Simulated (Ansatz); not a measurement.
**Geometry relaxation of GaH₃O₂**

GaH₃O₂, computed with RKS PBE-D4/def2-SVP (Ansatz 0.2.0).

The input holds or restrains some coordinates. It belongs to a series of runs on one base structure; here: pulled along the bonds that form and break, towards end A. Figures and captions count atoms from 1; the log counts them from 0 in places.

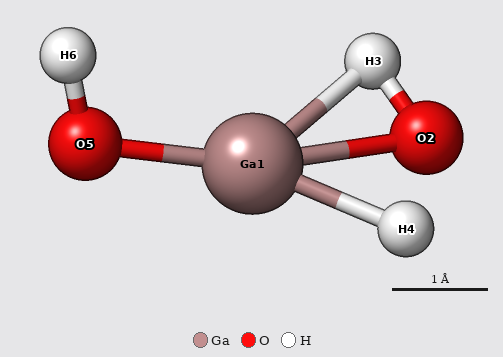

*The structure as given in the input (ball-and-stick view, seen at a tilt; atoms are numbered from 1 in the order of the input). Sticks mark near contacts.*

Bond lengths as drawn: Ga–H 1.77 to 1.92 Å, Ga–O 1.79 to 1.99 Å and H–O 1.01 Å.

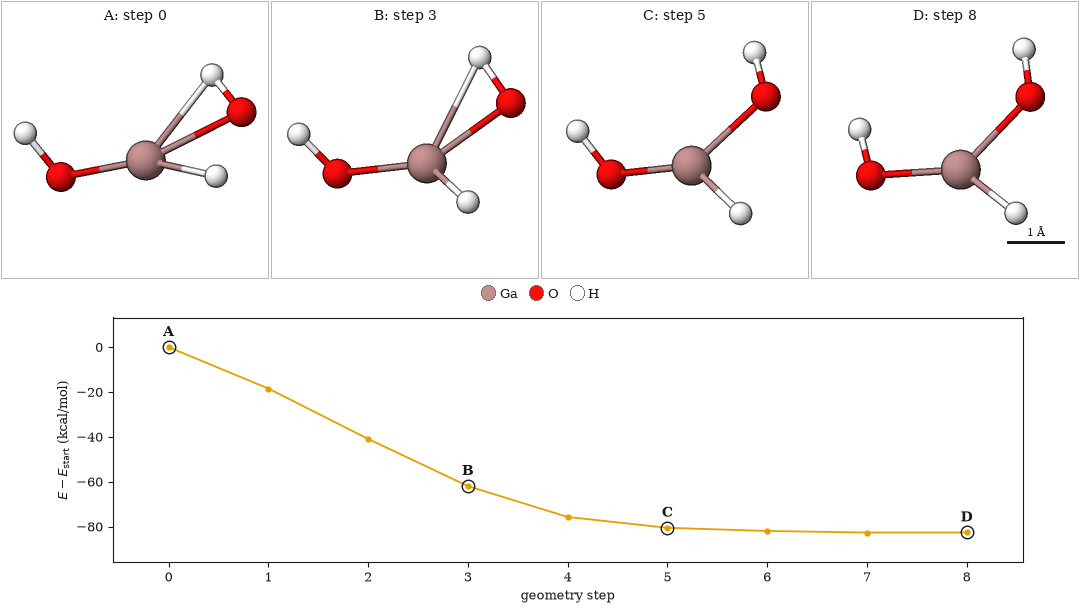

*Frames of the restrained relaxation (ball-and-stick view, seen at a tilt) above the curves, on which the letters mark them (the first geometry is step 0 here and step 1 in the log).*

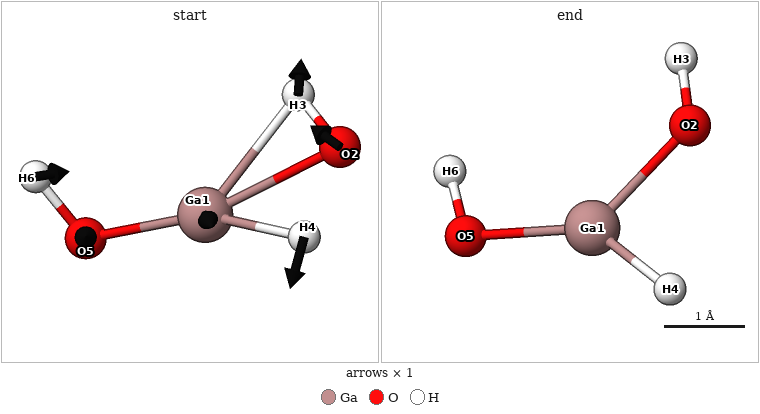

*Before (left) and after (right) the restrained relaxation, at one scale (ball-and-stick view, seen at a tilt). The black arrows give the displacements, at true length.*

The energy falls by 82.6 kcal/mol in 8 geometry steps. Largest force component: 2.8 eV/Å at the start, 1.2 eV/Å at the end. H4 moves most after the best rigid fit: 0.68 Å. By element the largest moves are H 0.68 Å, O 0.53 Å, Ga 0.34 Å. Among the contacts that change: Ga1–H3 1.918 → 2.455 Å, Ga1–H4 1.770 → 1.549 Å, Ga1–O2 1.990 → 1.788 Å, O2–H3 1.010 → 0.977 Å. Among the angles that change: Ga1–O2–H3 71.1° → 122.5°, O2–Ga1–H4 42.6° → 85.0°, O2–Ga1–O5 160.0° → 131.7°. (Atoms are counted from 1 in the order of the input.)

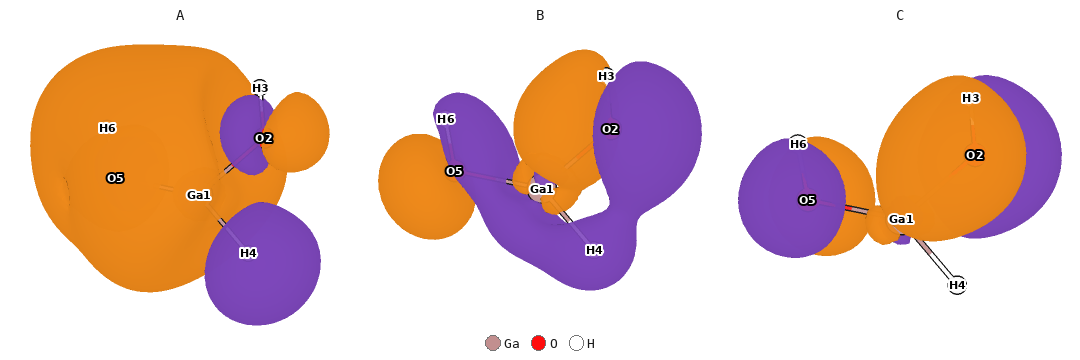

*Three frontier orbitals at ±0.06 Å⁻³ᐟ² (orange and purple are the two phases).*

B is the HOMO−1 (−7.16 eV). C is the HOMO (−6.71 eV). A is the LUMO (−1.38 eV). Its weight (Hirshfeld) is mainly on Ga1 (45 %), O5 (20 %), H4 (10 %), H6 (10 %) and O2 (10 %); it is symmetric in the molecular plane (σ or in-plane lone-pair type). The HOMO–LUMO gap is 5.33 eV between the orbital energies.

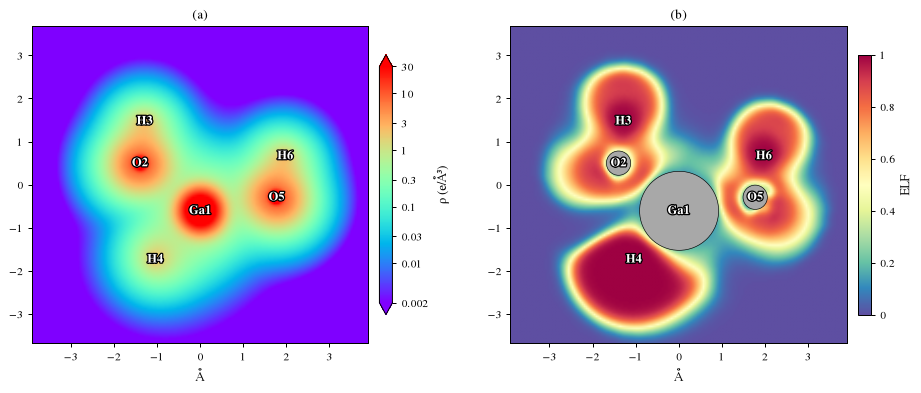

*(a) electron density; (b) electron localisation function on the molecular plane. Grey discs, where drawn, cover atomic cores.*

Atoms in the plane: Ga, O and H. Ga–O (1.79 Å): ρ at the midpoint is about 0.86 e/Å³; the ELF peaks at about 0.85 in the valence shell of O, 0.6 Å from its nucleus, and is about 0.20 at the midpoint. Ga–H (1.55 Å): ρ at the midpoint is about 1 e/Å³, with its minimum of 0.79 e/Å³ about 0.9 Å from Ga; the ELF climbs to about 1 towards the hydrogen.

The input and output of the run follow.

## The input
```yaml
crystal:
  periodic: [false, false, false]
  atoms:
    - { symbol: Ga, position_ang: [0.0, 0.0, 0.0] }
    - { symbol: O, position_ang: [1.2796, 0.0, 1.524] }
    - { symbol: H, position_ang: [0.3701, -0.2814, 1.8612] }
    - { symbol: H, position_ang: [1.7552, 0.0, 0.2282] }
    - { symbol: O, position_ang: [-1.5501, 0.0, -0.895] }
    - { symbol: H, position_ang: [-2.0598, -0.8467, -0.6865] }
basis:
  gaussian: { orbitals: def2-SVP }
hamiltonian:
  xc: pbe
  dispersion: d4
relax:
  f_tol: 0.15
  max_steps: 25
  restrain:
    - { distance: [1, 3], at: 2.21, k: 30.0 }
    - { distance: [0, 1], at: 1.79, k: 30.0 }
    - { distance: [0, 3], at: 1.57, k: 30.0 }
output:
  orbitals: {}
```

Run as:
```bash
ansatz run input.yaml --threads 1 --pin off --max-ram 2048MiB --backend cpu --events-out ev --progress --plain --runs-dir out
```

## What the program printed
```
The last accepted step is kept in [file] (removed where the run ends without a failure and the disk answers)
Engine: ansatz 0.2.0, aarch64-unknown-linux-gnu
Functional definition: PBE
  parameter kappa = 0.804
  parameter beta = 0.06672455060314922
  exchange = pbe_x(kappa = kappa, mu = beta*pi^2/3)
  correlation = pbe_c(beta = beta)
815 factors; their error is unknown
mean field evaluation 1: about -56482.5272 eV, gradient 8.6e1 eV
mean field evaluation 2: about -56346.0349 eV, gradient 2.3e2 eV
mean field evaluation 4: about -56494.8724 eV, gradient 1.8e1 eV
mean field evaluation 8: about -56495.8793 eV, gradient 3.6e-1 eV
mean field evaluation 16: about -56495.8472 eV, gradient 8.6e-5 eV
mean field -56495.84716431 eV, -2076.1840890278 hartree, gradient 4.0e-5 eV, S^2 0.000000; 0 other end points of the search recorded, 0 dependent functions left out
the calculation of the forces begins
reference -56495.84719993 eV, -2076.1840903369 hartree; 25, 25 occupied and 50, 50 virtual orbitals, 815 factors
relax step   1: F+E_penalty+E_count = -56495.91963304 eV  Δ(F+E_penalty+E_count) = +0.000e0 eV  max|allowed force component| = 2.751e0 eV/Å  E_restraint = 11.52505763 eV  max|allowed force component, restraints' pulls added| = 2.399e1 eV/Å  Δτ_max = 0.0000 Å  (29 SCF iters, accepted)
  distance O 1 - H 3 = 1.3803 Å
  distance Ga 0 - O 1 = 1.9900 Å
  distance Ga 0 - H 3 = 1.7700 Å
these checks for a lower state are left out or cut short: starts, cluster_reference, orbital_swaps, neighbouring_geometries, increment
815 factors; their error is unknown
mean field -56496.64558558 eV, -2076.2134304683 hartree, gradient 9.9e-6 eV, S^2 0.000000; 0 other end points of the search recorded, 0 dependent functions left out
the calculation of the forces begins
reference -56496.64562078 eV, -2076.2134317620 hartree; 25, 25 occupied and 50, 50 virtual orbitals, 815 factors
relax step   2: F+E_penalty+E_count = -56496.71893961 eV  Δ(F+E_penalty+E_count) = -7.993e-1 eV  max|allowed force component| = 2.416e0 eV/Å  E_restraint = 4.42757981 eV  max|allowed force component, restraints' pulls added| = 1.623e1 eV/Å  Δτ_max = 0.1969 Å  (38 SCF iters, accepted)
  distance O 1 - H 3 = 1.7100 Å
  distance Ga 0 - O 1 = 1.9783 Å
  distance Ga 0 - H 3 = 1.6686 Å
these checks for a lower state are left out or cut short: starts, cluster_reference, orbital_swaps, neighbouring_geometries, increment
815 factors; their error is unknown
mean field evaluation 32: about -56497.6191 eV, gradient 1.2e-4 eV
mean field -56497.61908088 eV, -2076.2492057608 hartree, gradient 2.3e-5 eV, S^2 0.000000; 0 other end points of the search recorded, 0 dependent functions left out
the calculation of the forces begins
reference -56497.61911657 eV, -2076.2492070721 hartree; 25, 25 occupied and 50, 50 virtual orbitals, 815 factors
relax step   3: F+E_penalty+E_count = -56497.69328758 eV  Δ(F+E_penalty+E_count) = -9.743e-1 eV  max|allowed force component| = 3.017e0 eV/Å  E_restraint = 0.87929489 eV  max|allowed force component, restraints' pulls added| = 7.405e0 eV/Å  Δτ_max = 0.1996 Å  (34 SCF iters, accepted)
  distance O 1 - H 3 = 2.0111 Å
  distance Ga 0 - O 1 = 1.9223 Å
  distance Ga 0 - H 3 = 1.6096 Å
these checks for a lower state are left out or cut short: starts, cluster_reference, orbital_swaps, neighbouring_geometries, increment
815 factors; their error is unknown
mean field -56498.52838120 eV, -2076.2826219311 hartree, gradient 5.5e-5 eV, S^2 0.000000; 0 other end points of the search recorded, 0 dependent functions left out
the calculation of the forces begins
reference -56498.52841733 eV, -2076.2826232589 hartree; 25, 25 occupied and 50, 50 virtual orbitals, 815 factors
relax step   4: F+E_penalty+E_count = -56498.60442297 eV  Δ(F+E_penalty+E_count) = -9.111e-1 eV  max|allowed force component| = 3.800e0 eV/Å  E_restraint = 0.04391228 eV  max|allowed force component, restraints' pulls added| = 4.381e0 eV/Å  Δτ_max = 0.1949 Å  (32 SCF iters, accepted)
  distance O 1 - H 3 = 2.2146 Å
  distance Ga 0 - O 1 = 1.8409 Å
  distance Ga 0 - H 3 = 1.5879 Å
these checks for a lower state are left out or cut short: starts, cluster_reference, orbital_swaps, neighbouring_geometries, increment
815 factors; their error is unknown
mean field -56499.12363173 eV, -2076.3044969846 hartree, gradient 6.3e-5 eV, S^2 0.000000; 0 other end points of the search recorded, 0 dependent functions left out
the calculation of the forces begins
reference -56499.12366814 eV, -2076.3044983226 hartree; 25, 25 occupied and 50, 50 virtual orbitals, 815 factors
relax step   5: F+E_penalty+E_count = -56499.20175358 eV  Δ(F+E_penalty+E_count) = -5.973e-1 eV  max|allowed force component| = 1.652e0 eV/Å  E_restraint = 0.05113192 eV  max|allowed force component, restraints' pulls added| = 1.037e0 eV/Å  Δτ_max = 0.2000 Å  (30 SCF iters, accepted)
  distance O 1 - H 3 = 2.2679 Å
  distance Ga 0 - O 1 = 1.7920 Å
  distance Ga 0 - H 3 = 1.5631 Å
these checks for a lower state are left out or cut short: starts, cluster_reference, orbital_swaps, neighbouring_geometries, increment
815 factors; their error is unknown
mean field -56499.33266458 eV, -2076.3121788000 hartree, gradient 6.2e-5 eV, S^2 0.000000; 0 other end points of the search recorded, 0 dependent functions left out
the calculation of the forces begins
reference -56499.33270102 eV, -2076.3121801392 hartree; 25, 25 occupied and 50, 50 virtual orbitals, 815 factors
relax step   6: F+E_penalty+E_count = -56499.41127663 eV  Δ(F+E_penalty+E_count) = -2.095e-1 eV  max|allowed force component| = 2.644e0 eV/Å  E_restraint = 0.16614749 eV  max|allowed force component, restraints' pulls added| = 1.788e0 eV/Å  Δτ_max = 0.1954 Å  (29 SCF iters, accepted)
  distance O 1 - H 3 = 2.3134 Å
  distance Ga 0 - O 1 = 1.8020 Å
  distance Ga 0 - H 3 = 1.5543 Å
these checks for a lower state are left out or cut short: starts, cluster_reference, orbital_swaps, neighbouring_geometries, increment
815 factors; their error is unknown
mean field -56499.39326311 eV, -2076.3144057552 hartree, gradient 4.9e-5 eV, S^2 0.000000; 0 other end points of the search recorded, 0 dependent functions left out
the calculation of the forces begins
reference -56499.39329935 eV, -2076.3144070870 hartree; 25, 25 occupied and 50, 50 virtual orbitals, 815 factors
relax step   7: F+E_penalty+E_count = -56499.47200963 eV  Δ(F+E_penalty+E_count) = -6.073e-2 eV  max|allowed force component| = 1.465e0 eV/Å  E_restraint = 0.05185633 eV  max|allowed force component, restraints' pulls added| = 2.895e-1 eV/Å  Δτ_max = 0.1042 Å  (30 SCF iters, accepted)
  distance O 1 - H 3 = 2.2645 Å
  distance Ga 0 - O 1 = 1.7827 Å
  distance Ga 0 - H 3 = 1.5492 Å
these checks for a lower state are left out or cut short: starts, cluster_reference, orbital_swaps, neighbouring_geometries, increment
815 factors; their error is unknown
mean field evaluation 64: about -56499.4242 eV, gradient 5.8e-5 eV
mean field -56499.42421674 eV, -2076.3155432799 hartree, gradient 5.8e-5 eV, S^2 0.000000; 0 other end points of the search recorded, 0 dependent functions left out
the calculation of the forces begins
reference -56499.42425298 eV, -2076.3155446118 hartree; 25, 25 occupied and 50, 50 virtual orbitals, 815 factors
relax step   8: F+E_penalty+E_count = -56499.50309560 eV  Δ(F+E_penalty+E_count) = -3.109e-2 eV  max|allowed force component| = 1.272e0 eV/Å  E_restraint = 0.04913872 eV  max|allowed force component, restraints' pulls added| = 3.338e-1 eV/Å  Δτ_max = 0.2000 Å  (30 SCF iters, accepted)
  distance O 1 - H 3 = 2.2606 Å
  distance Ga 0 - O 1 = 1.7844 Å
  distance Ga 0 - H 3 = 1.5439 Å
these checks for a lower state are left out or cut short: starts, cluster_reference, orbital_swaps, neighbouring_geometries, increment
815 factors; their error is unknown
mean field -56499.42290714 eV, -2076.3154951529 hartree, gradient 7.5e-5 eV, S^2 0.000000; 0 other end points of the search recorded, 0 dependent functions left out
the calculation of the forces begins
reference -56499.42294343 eV, -2076.3154964867 hartree; 25, 25 occupied and 50, 50 virtual orbitals, 815 factors
relax step   9: F+E_penalty+E_count = -56499.50160010 eV  Δ(F+E_penalty+E_count) = +1.495e-3 eV  max|allowed force component| = 1.221e0 eV/Å  E_restraint = 0.04409646 eV  max|allowed force component, restraints' pulls added| = 4.356e-2 eV/Å  Δτ_max = 0.0510 Å  (24 SCF iters, accepted)
  distance O 1 - H 3 = 2.2597 Å
  distance Ga 0 - O 1 = 1.7875 Å
  distance Ga 0 - H 3 = 1.5486 Å
815 factors; their error is unknown
mean field -56499.42290714 eV, -2076.3154951529 hartree, gradient 7.5e-5 eV, S^2 0.000000; 1 other end points of the search recorded, 0 dependent functions left out
the calculation of the forces begins
reference -56499.42294343 eV, -2076.3154964867 hartree; 25, 25 occupied and 50, 50 virtual orbitals, 815 factors
Total energy: -56499.50163640 eV, -2076.3183883999 hartree
Atom 0 at     0.310896    -0.072188    -0.147122 Å, force     0.648060     0.113792    -0.031485 eV/Å
Atom 1 at     0.781264    -0.148709     1.575723 Å, force    -0.727635    -0.249298     1.220809 eV/Å
Atom 2 at     0.138246    -0.334980     2.287339 Å, force     0.007375     0.000768    -0.006844 eV/Å
Atom 3 at     1.808093     0.230967    -0.401112 Å, force     0.077520     0.134553    -1.207394 eV/Å
Atom 4 at    -1.269879    -0.296773    -0.962962 Å, force     0.006434    -0.003892     0.043558 eV/Å
Atom 5 at    -1.973620    -0.506419    -0.319966 Å, force    -0.011753     0.004076    -0.018644 eV/Å
Dipole moment:    -0.442161    -0.107375     0.229827 e Å
```

## Trajectory as extended XYZ (Å, eV, eV/Å), 9 frames, from step=1 to step=9
```
6
Properties=species:S:1:pos:R:3:forces:R:3 step=1 energy=-56495.91963
Ga    0.0000    0.0000    0.0000    1.8157   0.7068  -2.7512
O     1.2796    0.0000    1.5240    0.2092   0.6108   1.6853
H     0.3701   -0.2814    1.8612    0.7053  -0.6077   0.7619
H     1.7552    0.0000    0.2282   -1.3290  -0.4885   0.1497
O    -1.5501    0.0000   -0.8950   -1.7451  -1.2657   0.5306
H    -2.0598   -0.8467   -0.6865    0.3439   1.0442  -0.3763
6
Properties=species:S:1:pos:R:3:forces:R:3 step=2 energy=-56496.71894
Ga    0.0927    0.0116    0.0071    2.4158   0.6766  -1.5727
O     1.2000    0.0278    1.6465   -1.4281   0.5804   0.3230
H     0.3300   -0.3105    1.9012   -0.6650  -0.9561   2.3355
H     1.7610   -0.0089    0.0316   -0.7638  -0.1918  -2.0250
O    -1.5336   -0.0085   -0.8672    0.0881  -0.8165   1.0387
H    -2.0551   -0.8395   -0.6873    0.3532   0.7074  -0.0996
6
Properties=species:S:1:pos:R:3:forces:R:3 step=3 energy=-56497.69329
Ga    0.1827    0.0238    0.0313    1.2367   0.3476  -1.0561
O     1.0954    0.0521    1.7229   -0.0437   1.0807  -1.1838
H     0.2887   -0.3394    1.9681   -2.3686  -1.5431   3.0174
H     1.7794   -0.0168   -0.1671   -0.3985   0.0247  -1.9447
O    -1.5042   -0.0167   -0.8381    1.1350  -0.3828   1.0764
H    -2.0470   -0.8311   -0.6853    0.4392   0.4729   0.0908
6
Properties=species:S:1:pos:R:3:forces:R:3 step=4 energy=-56498.60442
Ga    0.2566    0.0244    0.0342    0.3260   0.0605  -1.1342
O     1.0163    0.0934    1.7095   -3.7997  -1.5881   1.1842
H     0.1797   -0.4006    2.1089    2.1368   1.2498   0.3915
H     1.7939   -0.0131   -0.3614   -0.2864   0.1161  -1.4319
O    -1.4422   -0.0210   -0.7944    1.2944  -0.0048   0.8006
H    -2.0094   -0.8113   -0.6649    0.3289   0.1665   0.1898
6
Properties=species:S:1:pos:R:3:forces:R:3 step=5 energy=-56499.20175
Ga    0.2867   -0.1647   -0.0233    0.9015   0.8229  -0.7594
O     0.8815    0.0494    1.6535   -1.6518  -1.0730   1.4860
H     0.1759   -0.3671    2.2176    0.6330   0.6277   0.3504
H     1.7709    0.1060   -0.4320   -0.0018  -0.1047  -1.2827
O    -1.3374   -0.0219   -0.7943   -0.0106  -0.4852   0.1701
H    -1.9827   -0.7298   -0.5896    0.1297   0.2123   0.0355
6
Properties=species:S:1:pos:R:3:forces:R:3 step=6 energy=-56499.41128
Ga    0.3182   -0.1090   -0.0871    0.8994   0.3190   0.0630
O     0.8772   -0.1440    1.6256   -2.6439  -0.5393   2.1139
H     0.0778   -0.2534    2.2700    1.7878   0.2398  -1.0229
H     1.7990    0.1617   -0.4741    0.0031   0.0479  -1.1253
O    -1.3246   -0.0442   -0.7901   -0.1772  -0.1965  -0.1163
H    -1.9526   -0.7392   -0.5124    0.1307   0.1290   0.0876
6
Properties=species:S:1:pos:R:3:forces:R:3 step=7 energy=-56499.47201
Ga    0.3101   -0.0500   -0.1237    0.4828   0.0644  -0.1985
O     0.8115   -0.1974    1.5807   -0.8979  -0.1907   1.4645
H     0.1224   -0.2440    2.2781    0.1982  -0.0681  -0.0623
H     1.8158    0.1680   -0.4158    0.0694   0.1685  -1.2197
O    -1.3239   -0.1028   -0.8715    0.1847   0.0176  -0.1223
H    -1.9409   -0.7019   -0.4158   -0.0372   0.0083   0.1383
6
Properties=species:S:1:pos:R:3:forces:R:3 step=8 energy=-56499.50310
Ga    0.3197   -0.0628   -0.1564    0.4699   0.0922  -0.1125
O     0.7694   -0.1452    1.5683   -0.6985  -0.2650   1.2719
H     0.1155   -0.3326    2.2692    0.0046   0.0137   0.0104
H     1.8186    0.2147   -0.4015    0.1456   0.1570  -1.2204
O    -1.2807   -0.2596   -0.9526    0.0556  -0.0508   0.1461
H    -1.9476   -0.5426   -0.2951    0.0229   0.0528  -0.0955
6
Properties=species:S:1:pos:R:3:forces:R:3 step=9 energy=-56499.50160
Ga    0.3109   -0.0722   -0.1471    0.6481   0.1138  -0.0315
O     0.7813   -0.1487    1.5757   -0.7276  -0.2493   1.2208
H     0.1382   -0.3350    2.2873    0.0074   0.0008  -0.0068
H     1.8081    0.2310   -0.4011    0.0775   0.1346  -1.2074
O    -1.2699   -0.2968   -0.9630    0.0064  -0.0039   0.0436
H    -1.9736   -0.5064   -0.3200   -0.0118   0.0041  -0.0186
```

## Results in brief

```tsv
quantity	value
outcome	converged under the restraints of the input
total energy	−56499.5016 eV
mean-field energy	−56499.4229 eV
largest force (length of the vector) at the end, held atoms and coordinates included	1.443 eV/Å
hardware	1 thread of Arm Neoverse V1, 24 GiB of memory available, shared host
wall time	17 s
peak memory	0.14 GiB
```
